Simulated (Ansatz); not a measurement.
# Run report: CH$_{7}$NSi, geometry relaxation

CH$_{7}$NSi, computed with RKS PBE0-D4/def2-TZVP (Ansatz 0.2.0).

Figures and captions count atoms from 1; the log counts them from 0 in places.

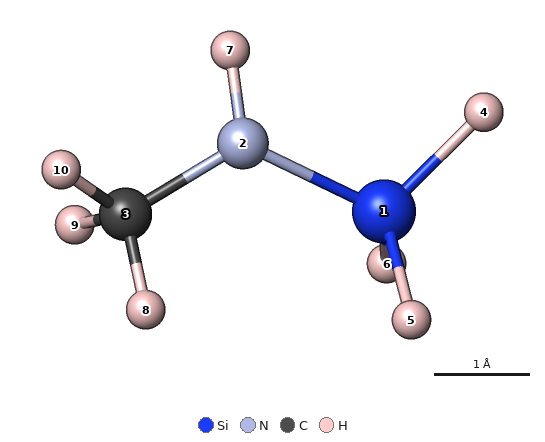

Figure 1. The input geometry (ball-and-stick view, seen at a tilt; atoms are numbered from 1 in the order of the input).

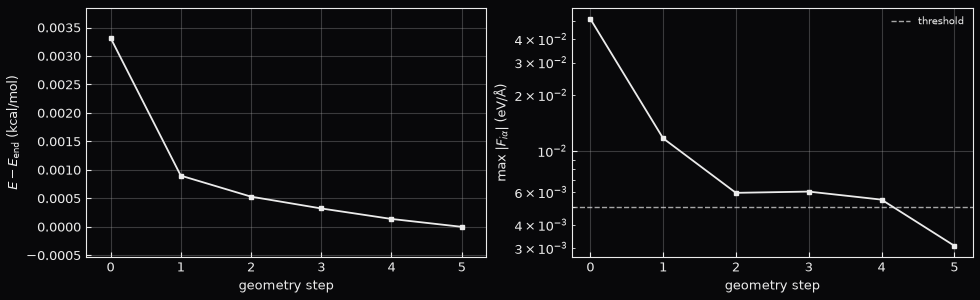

Figure 2. Progress of the relaxation, step by step (the first geometry is step 0 here and step 1 in the log). The atom that moves furthest after the best rigid fit is H6 (0.013 Å). Largest moves by element: H 0.013 Å, C 0.003 Å, N 0.001 Å, Si 0.001 Å. The energy falls by next to nothing (0.0 kcal/mol) in 5 geometry steps. The largest force component goes from 0.052 to 0.0031 eV/Å. (Atoms are counted from 1 in the order of the input.)

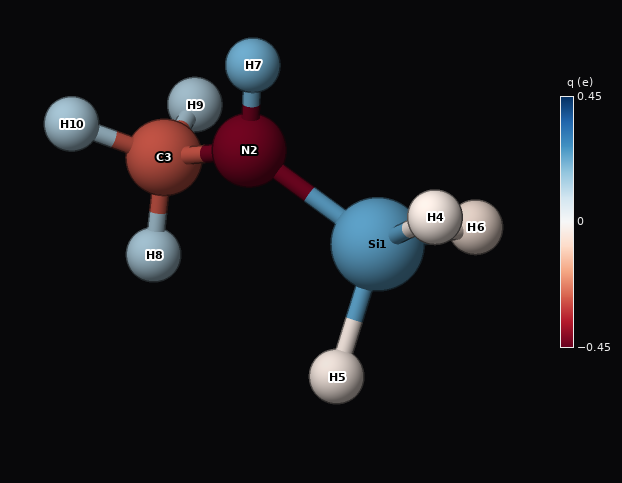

Figure 3. Mulliken charges, as the colour of each atom (ball-and-stick view, seen at a tilt; atoms are numbered from 1 in the order of the input). By element: Si +0.24, N −0.43, C −0.28 and H −0.05 to +0.22 e.

The input and output of the run follow.

### The input
```yaml
crystal:
  periodic: [false, false, false]
  atoms:
    - {symbol: Si, position_ang: [-0.134073, -0.395038, 1.825962]}
    - {symbol: N, position_ang: [0.550358, -1.017797, 0.380531]}
    - {symbol: C, position_ang: [-0.244129, -1.406469, -0.764948]}
    - {symbol: H, position_ang: [0.989228, -0.011219, 2.718986]}
    - {symbol: H, position_ang: [-0.965809, 0.791168, 1.482323]}
    - {symbol: H, position_ang: [-1.023261, -1.339989, 2.568800]}
    - {symbol: H, position_ang: [1.428422, -1.506399, 0.449933]}
    - {symbol: H, position_ang: [-1.093281, -0.725438, -0.867810]}
    - {symbol: H, position_ang: [-0.645094, -2.426275, -0.698073]}
    - {symbol: H, position_ang: [0.337420, -1.328874, -1.687860]}
basis:
  gaussian: {orbitals: def2-TZVP}
hamiltonian: {xc: pbe0, dispersion: d4}
relax: {f_tol: 0.005, max_steps: 200}
```

Launched with:
```bash
ansatz run in.yaml --threads 8 --pin off --events-out ev --progress --plain --max-ram 19148MiB
```

### The program's output
```
Functional definition: PBE0
  name "PBE0"
  cite "Adamo & Barone, J. Chem. Phys. 110, 6158 (1999) doi:10.1063/1.478522"
  cite "Perdew, Burke & Ernzerhof, Phys. Rev. Lett. 77, 3865 (1996) doi:10.1103/PhysRevLett.77.3865"
  parent pbe
  parameter a = 0.25
  parameter kappa = 0.804
  parameter beta = 0.06672455060314922
  exchange = (1 - a)*pbe_x(kappa = kappa, mu = beta*pi^2/3) + a*exact_x
  correlation = pbe_c(beta = beta)
911 factors; their error is unknown
mean field evaluation 1: about -10506.9385 eV, gradient 5.7e1 eV
mean field evaluation 2: about -10498.1038 eV, gradient 8.2e1 eV
mean field evaluation 4: about -10513.6337 eV, gradient 3.9e0 eV
mean field evaluation 8: about -10513.6643 eV, gradient 2.6e-2 eV
mean field evaluation 16: about -10513.6942 eV, gradient 6.3e-5 eV
mean field -10513.69416168 eV, -386.3711340037 hartree, gradient 6.3e-5 eV, S^2 0.000000; 0 other end points of the search recorded, 0 dependent functions left out
the calculation of the forces begins
reference -10513.69419351 eV, -386.3711351737 hartree; 17, 17 occupied and 124, 124 virtual orbitals, 911 factors
relax step   1: F+E_penalty+E_count = -10513.82454178 eV  Δ(F+E_penalty+E_count) = +0.000e0 eV  max|allowed force component| = 5.157e-2 eV/Å  Δτ_max = 0.0000 Å  (25 SCF iters, accepted)
these checks for a lower state are left out or cut short: starts, cluster_reference, orbital_swaps, neighbouring_geometries, increment
911 factors; their error is unknown
mean field -10513.69427523 eV, -386.3711381766 hartree, gradient 2.1e-5 eV, S^2 0.000000; 0 other end points of the search recorded, 0 dependent functions left out
the calculation of the forces begins
reference -10513.69430707 eV, -386.3711393467 hartree; 17, 17 occupied and 124, 124 virtual orbitals, 911 factors
relax step   2: F+E_penalty+E_count = -10513.82464653 eV  Δ(F+E_penalty+E_count) = -1.047e-4 eV  max|allowed force component| = 1.172e-2 eV/Å  Δτ_max = 0.0037 Å  (31 SCF iters, accepted)
these checks for a lower state are left out or cut short: starts, cluster_reference, orbital_swaps, neighbouring_geometries, increment
911 factors; their error is unknown
mean field -10513.69428973 eV, -386.3711387095 hartree, gradient 1.8e-5 eV, S^2 0.000000; 0 other end points of the search recorded, 0 dependent functions left out
the calculation of the forces begins
reference -10513.69432157 eV, -386.3711398796 hartree; 17, 17 occupied and 124, 124 virtual orbitals, 911 factors
relax step   3: F+E_penalty+E_count = -10513.82466278 eV  Δ(F+E_penalty+E_count) = -1.625e-5 eV  max|allowed force component| = 5.962e-3 eV/Å  Δτ_max = 0.0012 Å  (21 SCF iters, accepted)
these checks for a lower state are left out or cut short: starts, cluster_reference, orbital_swaps, neighbouring_geometries, increment
911 factors; their error is unknown
mean field evaluation 32: about -10513.6942 eV, gradient 3.1e-1 eV
mean field -10513.69429889 eV, -386.3711390461 hartree, gradient 2.1e-5 eV, S^2 0.000000; 0 other end points of the search recorded, 0 dependent functions left out
the calculation of the forces begins
reference -10513.69433073 eV, -386.3711402163 hartree; 17, 17 occupied and 124, 124 virtual orbitals, 911 factors
relax step   4: F+E_penalty+E_count = -10513.82467156 eV  Δ(F+E_penalty+E_count) = -8.786e-6 eV  max|allowed force component| = 6.056e-3 eV/Å  Δτ_max = 0.0018 Å  (32 SCF iters, accepted)
these checks for a lower state are left out or cut short: starts, cluster_reference, orbital_swaps, neighbouring_geometries, increment
911 factors; their error is unknown
mean field -10513.69430794 eV, -386.3711393789 hartree, gradient 2.1e-5 eV, S^2 0.000000; 0 other end points of the search recorded, 0 dependent functions left out
the calculation of the forces begins
reference -10513.69433979 eV, -386.3711405491 hartree; 17, 17 occupied and 124, 124 virtual orbitals, 911 factors
relax step   5: F+E_penalty+E_count = -10513.82468027 eV  Δ(F+E_penalty+E_count) = -8.713e-6 eV  max|allowed force component| = 5.481e-3 eV/Å  Δτ_max = 0.0044 Å  (31 SCF iters, accepted)
these checks for a lower state are left out or cut short: starts, cluster_reference, orbital_swaps, neighbouring_geometries, increment
911 factors; their error is unknown
mean field -10513.69431820 eV, -386.3711397559 hartree, gradient 2.1e-5 eV, S^2 0.000000; 0 other end points of the search recorded, 0 dependent functions left out
the calculation of the forces begins
reference -10513.69435005 eV, -386.3711409263 hartree; 17, 17 occupied and 124, 124 virtual orbitals, 911 factors
relax step   6: F+E_penalty+E_count = -10513.82468555 eV  Δ(F+E_penalty+E_count) = -5.277e-6 eV  max|allowed force component| = 3.094e-3 eV/Å  Δτ_max = 0.0036 Å  (31 SCF iters, accepted)
911 factors; their error is unknown
mean field evaluation 64: about -10513.6943 eV, gradient 1.3e-3 eV
mean field -10513.69431820 eV, -386.3711397559 hartree, gradient 6.9e-5 eV, S^2 0.000000; 1 other end points of the search recorded, 0 dependent functions left out
the calculation of the forces begins
reference -10513.69435005 eV, -386.3711409263 hartree; 17, 17 occupied and 124, 124 virtual orbitals, 911 factors
Total energy: -10513.82471740 eV, -386.3759318381 hartree
Atom 0 at    -0.134031    -0.394824     1.825192 Å, force    -0.002851     0.001029     0.000473 eV/Å
Atom 1 at     0.549961    -1.017073     0.380067 Å, force     0.002823     0.000028     0.003094 eV/Å
Atom 2 at    -0.243084    -1.403975    -0.766574 Å, force    -0.001530     0.000233    -0.001215 eV/Å
Atom 3 at     0.989368    -0.004894     2.716158 Å, force    -0.000296     0.000004     0.000238 eV/Å
Atom 4 at    -0.974864     0.784389     1.483194 Å, force     0.001150    -0.000039    -0.000503 eV/Å
Atom 5 at    -1.013484    -1.343021     2.576926 Å, force     0.000680    -0.000544     0.000625 eV/Å
Atom 6 at     1.423517    -1.513253     0.453508 Å, force    -0.000396    -0.000034    -0.002354 eV/Å
Atom 7 at    -1.087948    -0.718134    -0.873583 Å, force     0.000245    -0.000386    -0.000230 eV/Å
Atom 8 at    -0.652365    -2.420895    -0.699490 Å, force     0.000016     0.000122    -0.000146 eV/Å
Atom 9 at     0.342710    -1.334650    -1.687556 Å, force     0.000158    -0.000413     0.000019 eV/Å
Dipole moment:     0.092871    -0.182777    -0.171616 e Å
```

### Trajectory as extended XYZ (Å, eV, eV/Å), 6 frames, from step=1 to step=6
```
10
Properties=species:S:1:pos:R:3:forces:R:3 step=1 energy=-10513.82454
Si   -0.1341   -0.3950    1.8260    0.0004   0.0184  -0.0516
N     0.5504   -1.0178    0.3805   -0.0074   0.0107   0.0118
C    -0.2441   -1.4065   -0.7649    0.0201   0.0160   0.0124
H     0.9892   -0.0112    2.7190    0.0021  -0.0057   0.0100
H    -0.9658    0.7912    1.4823    0.0019  -0.0107   0.0100
H    -1.0233   -1.3400    2.5688    0.0003  -0.0050   0.0134
H     1.4284   -1.5064    0.4499   -0.0060  -0.0030  -0.0015
H    -1.0933   -0.7254   -0.8678   -0.0081  -0.0039   0.0077
H    -0.6451   -2.4263   -0.6981   -0.0094  -0.0061  -0.0104
H     0.3374   -1.3289   -1.6879    0.0061  -0.0106  -0.0019
10
Properties=species:S:1:pos:R:3:forces:R:3 step=2 energy=-10513.82465
Si   -0.1343   -0.3936    1.8245    0.0054  -0.0032  -0.0117
N     0.5504   -1.0172    0.3800   -0.0105   0.0089   0.0047
C    -0.2436   -1.4062   -0.7655    0.0088   0.0092   0.0038
H     0.9886   -0.0124    2.7196    0.0028   0.0033  -0.0001
H    -0.9681    0.7914    1.4837    0.0028  -0.0045   0.0013
H    -1.0204   -1.3392    2.5710   -0.0035  -0.0025   0.0019
H     1.4274   -1.5075    0.4504   -0.0017  -0.0021   0.0020
H    -1.0929   -0.7253   -0.8684   -0.0021  -0.0016   0.0007
H    -0.6460   -2.4257   -0.6993   -0.0034  -0.0043  -0.0020
H     0.3387   -1.3305   -1.6882    0.0013  -0.0032  -0.0004
10
Properties=species:S:1:pos:R:3:forces:R:3 step=3 energy=-10513.82466
Si   -0.1343   -0.3938    1.8245    0.0032  -0.0033   0.0008
N     0.5502   -1.0168    0.3800   -0.0060   0.0039  -0.0011
C    -0.2434   -1.4058   -0.7656    0.0029   0.0025   0.0004
H     0.9889   -0.0115    2.7191    0.0001   0.0010  -0.0010
H    -0.9685    0.7906    1.4842   -0.0004   0.0001  -0.0009
H    -1.0200   -1.3397    2.5715    0.0004  -0.0003   0.0001
H     1.4266   -1.5081    0.4508    0.0003  -0.0019   0.0020
H    -1.0927   -0.7248   -0.8690    0.0005  -0.0001  -0.0007
H    -0.6465   -2.4252   -0.6995   -0.0010  -0.0015   0.0001
H     0.3394   -1.3312   -1.6881    0.0000  -0.0003   0.0003
10
Properties=species:S:1:pos:R:3:forces:R:3 step=4 energy=-10513.82467
Si   -0.1342   -0.3939    1.8246    0.0004  -0.0013   0.0061
N     0.5500   -1.0166    0.3800   -0.0006   0.0002  -0.0045
C    -0.2433   -1.4053   -0.7658   -0.0016  -0.0028  -0.0015
H     0.9892   -0.0102    2.7183   -0.0008   0.0001  -0.0007
H    -0.9696    0.7895    1.4843   -0.0013   0.0008  -0.0009
H    -1.0188   -1.3405    2.5726    0.0013   0.0009  -0.0002
H     1.4256   -1.5092    0.4516    0.0010  -0.0010   0.0015
H    -1.0919   -0.7237   -0.8701    0.0013   0.0010  -0.0008
H    -0.6475   -2.4244   -0.6995    0.0006   0.0012   0.0007
H     0.3403   -1.3319   -1.6879   -0.0002   0.0010   0.0004
10
Properties=species:S:1:pos:R:3:forces:R:3 step=5 energy=-10513.82468
Si   -0.1340   -0.3945    1.8249   -0.0036   0.0023   0.0029
N     0.5500   -1.0168    0.3799    0.0055  -0.0015   0.0026
C    -0.2432   -1.4047   -0.7662   -0.0022   0.0035  -0.0013
H     0.9888   -0.0071    2.7177    0.0011  -0.0002  -0.0018
H    -0.9721    0.7867    1.4831   -0.0010  -0.0008   0.0009
H    -1.0154   -1.3422    2.5748   -0.0006   0.0003   0.0001
H     1.4244   -1.5113    0.4527    0.0010  -0.0016  -0.0018
H    -1.0896   -0.7205   -0.8717   -0.0006  -0.0010  -0.0020
H    -0.6504   -2.4225   -0.6994    0.0004  -0.0002   0.0003
H     0.3414   -1.3334   -1.6878   -0.0001  -0.0009   0.0001
10
Properties=species:S:1:pos:R:3:forces:R:3 step=6 energy=-10513.82469
Si   -0.1340   -0.3948    1.8252   -0.0029   0.0010   0.0005
N     0.5500   -1.0171    0.3801    0.0028   0.0000   0.0031
C    -0.2431   -1.4040   -0.7666   -0.0015   0.0002  -0.0012
H     0.9894   -0.0049    2.7162   -0.0003   0.0000   0.0002
H    -0.9749    0.7844    1.4832    0.0011   0.0000  -0.0005
H    -1.0135   -1.3430    2.5769    0.0007  -0.0005   0.0006
H     1.4235   -1.5133    0.4535   -0.0004   0.0000  -0.0024
H    -1.0879   -0.7181   -0.8736    0.0002  -0.0004  -0.0002
H    -0.6524   -2.4209   -0.6995    0.0000   0.0001  -0.0001
H     0.3427   -1.3346   -1.6876    0.0002  -0.0004   0.0000
```

### Key numbers

- outcome: converged
- total energy: −10513.8247 eV
- mean-field energy: −10513.6944 eV
- dispersion energy: −0.1304 eV
- SCF solution under orbital rotations: stable
- largest force (length of the vector) at the end: 0.004 eV/Å
- dipole moment: 1.28 D
- hardware: 8 threads of Arm Neoverse V1, 23 GiB of memory available, shared host
- wall time: 5.5 s (CPU time 34 s)
- peak memory: 0.66 GiB
